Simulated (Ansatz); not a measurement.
**SiH$_{3}$F$_{3}$: nudged elastic band**

The run: nudged elastic band of SiH$_{3}$F$_{3}$. Method and program: RKS PBE0-D4/def2-SVP (Ansatz 0.2.0).

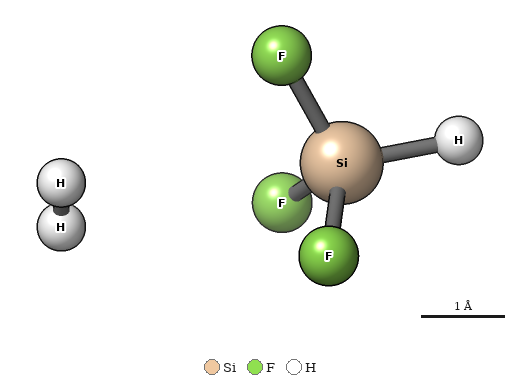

*The structure as given in the input (ball-and-stick view, seen at a tilt).*

Bond lengths as drawn: F–Si 1.57 Å, H–H 0.75 Å and H–Si 1.46 Å.

### Input
```yaml
crystal:
  periodic: [false, false, false]
  atoms:
    - {symbol: Si, position_ang: [0.193034, 0.943587, -0.323431]}
    - {symbol: F, position_ang: [1.514128, 0.138552, -0.038785]}
    - {symbol: F, position_ang: [-0.671529, 0.128898, -1.354583]}
    - {symbol: F, position_ang: [-0.616262, 1.059289, 1.020002]}
    - {symbol: H, position_ang: [0.504590, 2.270409, -0.850702]}
    - {symbol: H, position_ang: [-0.146031, -2.268442, 0.972348]}
    - {symbol: H, position_ang: [-0.777929, -2.272292, 0.575150]}
basis:
  gaussian: {orbitals: def2-SVP}
hamiltonian: {xc: pbe0, dispersion: d4}
neb:
  images: 5
  climbing: true
  max_iterations: 30
  initial_path: idpp
  climb: true
  final_atoms:
    - {symbol: Si, position_ang: [-0.640457, 0.240920, -0.605993]}
    - {symbol: F, position_ang: [2.038722, -0.940729, 1.266342]}
    - {symbol: F, position_ang: [-1.993030, 1.024278, -0.854245]}
    - {symbol: F, position_ang: [-0.282043, 0.423335, 0.946236]}
    - {symbol: H, position_ang: [0.432295, 0.868625, -1.394025]}
    - {symbol: H, position_ang: [1.305569, -0.423434, 1.494777]}
    - {symbol: H, position_ang: [-0.861057, -1.192995, -0.853091]}
```

Run on 2 CPU threads, shared host.

Command:
```bash
ansatz run in.yaml --threads 2 --pin off --events-out ev --progress --plain --max-ram 4352MiB
```

### Log
```
Error: YAML parse error: error: line 19 column 3: unknown field `climb`, expected one of images, spring, climbing, order_check, relax_end_points, f_tol, exx_force_gate, max_iterations, max_displacement, density_extrapolation, optimiser, initial_path, freeze_fraction, magnetization_jump, magnetization_bend, levels_near_fermi, parallel_images, constraints, final_atoms
  --> <input>:19:3
   |
17 |   max_iterations: 30
18 |   initial_path: idpp
19 |   climb: true
   |   ^ unknown field `climb`, expected one of images, spring, climbing, order_check, relax_end_points, f_tol, exx_force_gate, max_iterations, max_displacement, density_extrapolation, optimiser, initial_path, freeze_fraction, magnetization_jump, magnetization_bend, levels_near_fermi, parallel_images, constraints, final_atoms
20 |   final_atoms:
21 |     - {symbol: Si, position_ang: [-0.640457, 0.240920, -0.605993]}
   |
```

### Outcome

| quantity | value |
| --- | --- |
| outcome | refused by the program |

### What went wrong

This input holds a deliberate fault: misspelt key. The program refused the input: “YAML parse error: error: line 19 column 3: unknown field `climb`, expected one of images, spring, climbing, order_check, relax_end_points, f_tol, exx_force_gate, max_iterations, max_displacement, density_extrapolation, optimiser, initial_path, freeze_fraction, magnetization_jump, magnetization_bend, levels_near_fermi, …”
